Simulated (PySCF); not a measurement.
# C2H4ClF (1-chloro-1-fluoroethane): MP2/6-31G(d) (spherical functions)

What is the vertical singlet–triplet gap of C2H4ClF (1-chloro-1-fluoroethane) at MP2/6-31G* (spherical functions)? 

Program for the calculation: PySCF 2.14.0.

2 further runs of the same task are left out: 2 set aside as unsound or not needed.

## 1. The molecule

C2H4ClF: 8 atoms, total charge 0, spin state singlet. As SMILES, `CC(F)Cl`. Geometry: relaxed at PBE0-D4/def2-TZVP.

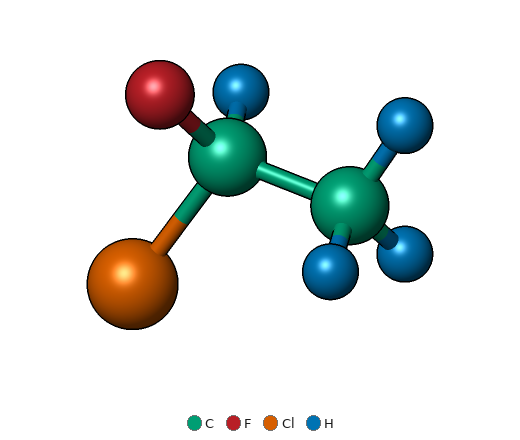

Viewed from a chosen angle; carbon teal, fluorine red, chlorine orange, hydrogen blue.

## 2. The energy at MP2/6-31G(d) (spherical functions)

Input file input.py:

```python
from pyscf import gto, scf, mp

system = gto.M(
    atom='''
C        0.023800       0.798000      -0.063300
C       -0.053500      -0.682200       0.160900
F        1.025400      -1.104300       0.878600
Cl      -0.081400      -1.566700      -1.387100
H       -0.846800       1.140400      -0.622400
H        0.049700       1.305200       0.903700
H        0.927000       1.044400      -0.622300
H       -0.952100      -0.992000       0.696200
''',
    spin=0,
    basis='6-31g*',
    charge=0,
    verbose=3,
    max_memory=1860,
)

mf = scf.RHF(system)
mf.conv_tol = 1e-10
mf.kernel()
if not mf.converged:
    mf = mf.newton().run(mf.mo_coeff, mf.mo_occ)

pt = mp.MP2(mf, frozen=8).run()
etot = pt.e_tot
print('Final energy', etot)
```

Started as:

```console
$ OMP_NUM_THREADS=1 python input.py
```

Log:

```text
converged SCF energy = -636.977383160038
E(RMP2) = -637.533920005684  E_corr = -0.556536845645228
E(SCS-RMP2) = -637.520641457772  E_corr = -0.543258297733506
Final energy -637.5339200056837
```

It took 1.5 s on 1 thread of Arm Neoverse V1, shared host; peak memory 0.15 GiB.

## 3. The triplet

Input file input.py:

```python
from pyscf import gto, scf, mp

mol = gto.Mole()
mol.atom = '''
C        0.023800       0.798000      -0.063300
C       -0.053500      -0.682200       0.160900
F        1.025400      -1.104300       0.878600
Cl      -0.081400      -1.566700      -1.387100
H       -0.846800       1.140400      -0.622400
H        0.049700       1.305200       0.903700
H        0.927000       1.044400      -0.622300
H       -0.952100      -0.992000       0.696200
'''
mol.charge = 0
mol.max_memory = 1860
mol.verbose = 3
mol.spin = 2
mol.basis = '6-31g*'
mol.build()

mf = scf.UHF(mol)
mf.conv_tol = 1e-10
mf.kernel()
if not mf.converged:
    mf = mf.newton().run(mf.mo_coeff, mf.mo_occ)

pt = mp.MP2(mf, frozen=8).run()
e_tot = pt.e_tot
print('E(%s) = %.9f' % ('MP2', e_tot))
```

Started as:

```console
$ OMP_NUM_THREADS=1 python input.py
```

Log:

```text
WARN: HOMO 0.108150974279829 >= LUMO -0.347169749928865

WARN: HOMO -0.166213016498487 >= LUMO -0.181586809770379

converged SCF energy = -636.72112903725  <S^2> = 2.0136311  2S+1 = 3.0090737
E(UMP2) = -637.256857807937  E_corr = -0.535728770687857
E(SCS-UMP2) = -637.242891322286  E_corr = -0.521762285036718
E(MP2) = -637.256857808
```

Run time: 2.3 s. Hardware: 1 thread of Arm Neoverse V1, shared host; peak memory 0.15 GiB.

## 4. Results

At MP2/6-31G* (spherical functions), 8 core orbitals frozen:

```
                                                           quantity          value
                                              singlet: total energy  -637.53392 Eh
                      singlet: dipole moment (Hartree–Fock density)         2.46 D
                       singlet: HOMO energy (Hartree–Fock orbitals)      -12.15 eV
                       singlet: LUMO energy (Hartree–Fock orbitals)        5.23 eV
                     singlet: HOMO–LUMO gap (Hartree–Fock orbitals)       17.37 eV
               singlet: correlation energy (8 core orbitals frozen)     -556.5 mEh
                                              triplet: total energy  -637.25686 Eh
                      triplet: dipole moment (Hartree–Fock density)         1.78 D
triplet: HOMO energy (Hartree–Fock orbitals) (highest over α and β)       -5.07 eV
 triplet: LUMO energy (Hartree–Fock orbitals) (lowest over α and β)       -1.39 eV
               triplet: correlation energy (8 core orbitals frozen)     -535.7 mEh
                         triplet: ⟨S²⟩ of the reference determinant          2.014
                   vertical energy of the triplet above the singlet       7.539 eV
```

What this shows: At this shape the triplet lies 7.54 eV (174 kcal/mol) above the singlet. Mulliken charges (singlet) of the mean-field density run from -0.53 on C1 to +0.23 on C2; they depend strongly on the basis. Mulliken charges (triplet) of the mean-field density run from -0.54 on C1 to +0.22 on Cl4.
